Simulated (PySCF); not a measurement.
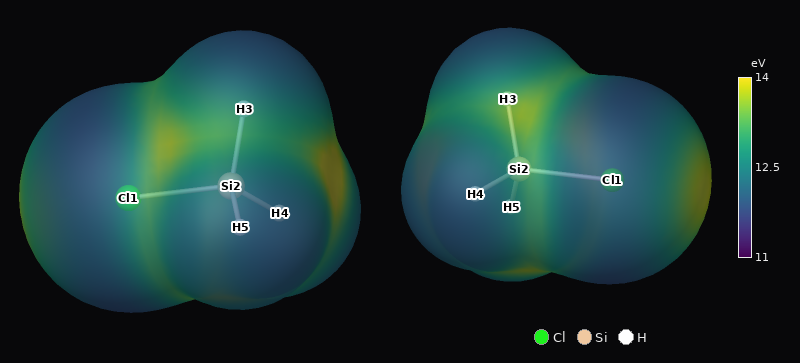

Figure. ClH3Si, SMILES `Cl[SiH3]`. Average local ionisation energy on the surface of electron density 0.001 a.u. (back view left, front view right).

Method: M06-2X/def2-TZVP; geometry: GFN2-xTB; program: PySCF. No frequency check shows the geometry to be a minimum. GFN2-xTB bond lengths at metals and heavier atoms can be off by up to 0.1 Å and shapes distorted, which carries into these values.

Cartesian coordinates (Å):

```
Cl1     -1.0452    0.0000    0.0000
Si2      0.9650   -0.0000    0.0001
H3       1.4193   -1.2584   -0.5812
H4       1.4206    0.1260    1.3789
H5       1.4192    1.1326   -0.7992
```

> Locate the minima of the map.

The lowest value is 11.8 eV, 2.1 Å from Cl1, and at like points elsewhere. Further minima include 11.9 eV, 1.4 Å from H5, and at like points elsewhere. For comparison, the highest occupied orbital lies at −10.3 eV.

Run time: 11 s on 1 thread of Arm Neoverse V1, with other jobs on the host, peak memory 0.42 GiB.
